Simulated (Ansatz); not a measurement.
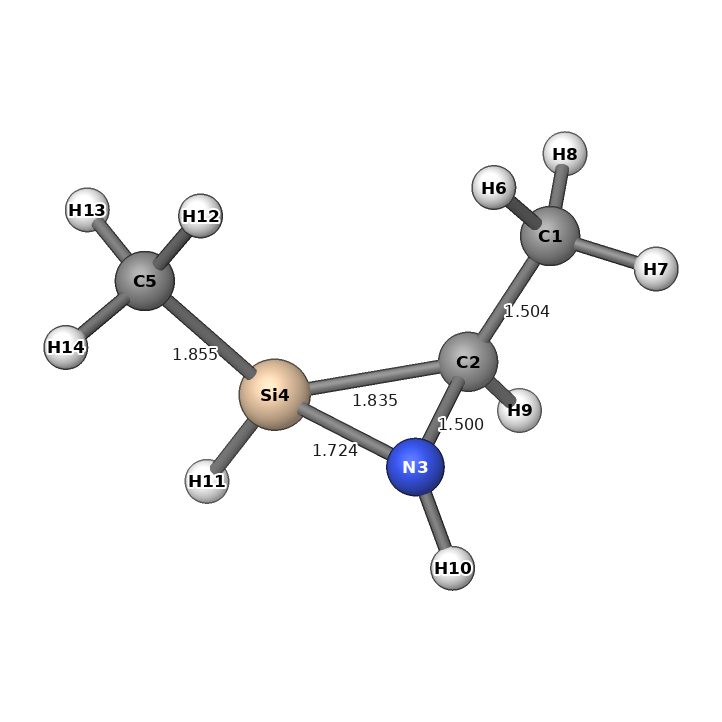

The numbers beside the sticks are distances in Å. Sticks don't show bond order. The geometry was computed by an optimisation with PBE0-D4/def2-TZVP. No frequency run is at hand to confirm it as a minimum.

### Which of the marked bonds are single, double, triple or aromatic?

C1–C2 single; C2–N3 single; C2–Si4 single; N3–Si4 single; Si4–C5 single.

### Write the SMILES.

C[C@H]1N[Si@H]1C
